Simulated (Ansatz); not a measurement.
**C2H7BrGe (SMILES [CH3][GeH]([CH3])[Br]): density, localisation and related maps**

The calculation's input:

```
crystal:
  periodic: [false, false, false]
  atoms:
    - {symbol: C, position_ang: [-1.830713, 1.725491, 0.500608]}
    - {symbol: C, position_ang: [0.970672, 0.106807, 0.367611]}
    - {symbol: Br, position_ang: [0.553322, 2.415560, 2.895840]}
    - {symbol: Ge, position_ang: [-0.434971, 0.819462, 1.506590]}
    - {symbol: H, position_ang: [-1.392231, 2.527099, -0.111730]}
    - {symbol: H, position_ang: [-2.570927, 2.167243, 1.182932]}
    - {symbol: H, position_ang: [-2.341300, 1.009001, -0.162394]}
    - {symbol: H, position_ang: [-1.010370, -0.253513, 2.447628]}
    - {symbol: H, position_ang: [1.767632, -0.343137, 0.976736]}
    - {symbol: H, position_ang: [1.404608, 0.912835, -0.242160]}
    - {symbol: H, position_ang: [0.556949, -0.663806, -0.302177]}
basis:
  gaussian:
    orbitals: def2-TZVPD
hamiltonian:
  xc: {name: PBE0}
output:
  forces: true
  orbitals: {seedname: orbitals}
```

Run with:

```sh
ansatz run input.yaml --threads 2 --pin off --max-ram 4350MiB --events-out events.jsonl --progress --plain --runs-dir runs
```

Geometry: r2SCAN-D4/def2-SVP.

Method: isolated molecule in a Gaussian basis; Kohn-Sham density functional theory, functional PBE0 (Ansatz 0.2.0).

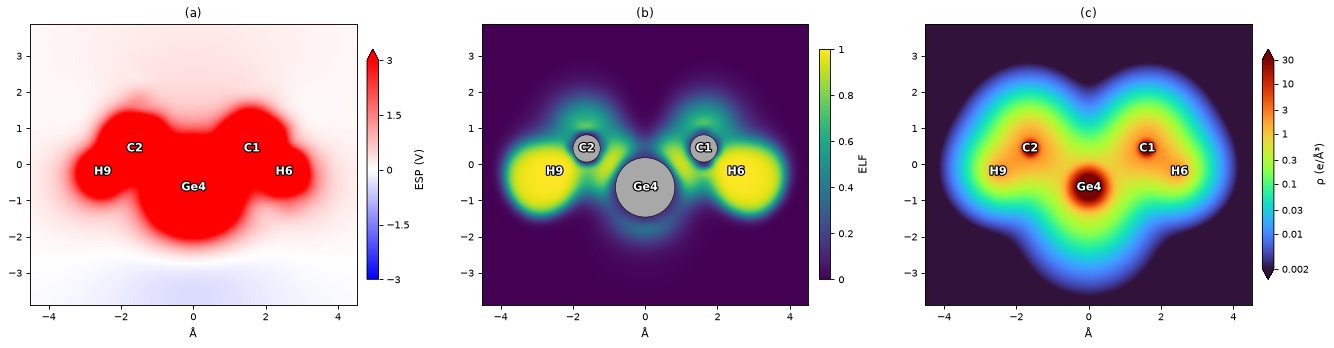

Figure 1. (a) molecular electrostatic potential; (b) electron localisation function; (c) electron density on the plane of atoms C1, Ge4 and C2. Grey discs cover the atomic cores in the ELF map.

Describe what can be read from this map.

Answer. Atoms in the plane: C, Ge and H.
C–Ge (1.94 Å): ρ is about 0.89 e/Å³ halfway; the ELF peaks at about 0.90 between the atoms; localised, covalent bonding.
C–H (1.10 Å): ρ is about 1.9 e/Å³ halfway; the ELF climbs to about 1 towards the hydrogen, as it does in any bond to H (a covalent bond by its length).
Outside the dense part of the molecule the potential is most negative (−0.4 V) near H8, which lies off the plane.

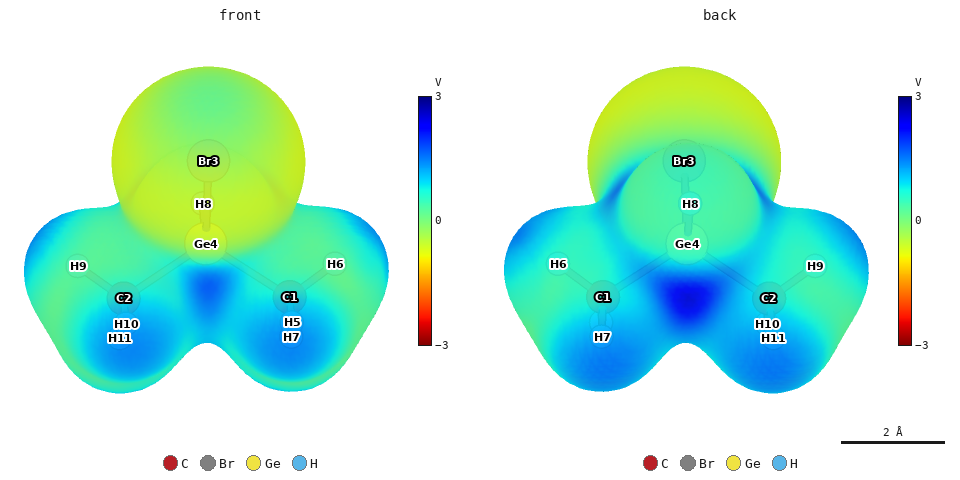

Figure 2. The electrostatic potential painted on the density surface at 0.004 e/bohr³, seen from the front and from behind; the colour scale runs from red (negative) to blue (positive).

Describe the electrostatic potential map.

Answer. The most negative region (about −0.7 V) lies over Br3, the most positive (about +2.3 V) over Ge4. Br3 shows a σ-hole: about +0.2 V at the tip opposite its bond, against about −0.7 V on its flanks.

How polar is the molecule by this calculation?

Answer. Its dipole moment is 2.78 D.

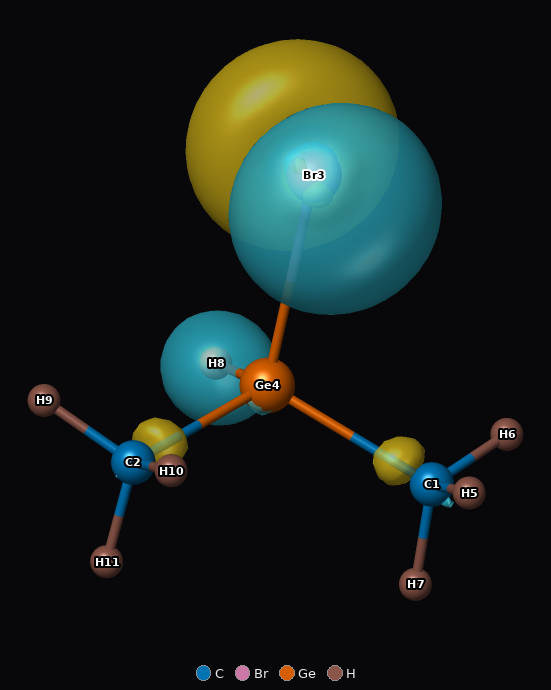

Figure 3. The HOMO−1 at ±0.15 Å⁻³ᐟ² (yellow and cyan are the two phases), seen at a tilt.

What is the character of this orbital?

Answer. It lies mainly on Br3 (about 80 %), Ge4 (about 10 %) and H8 (about 5 %); largely a lone pair of Br3. Its energy is −7.92 eV.
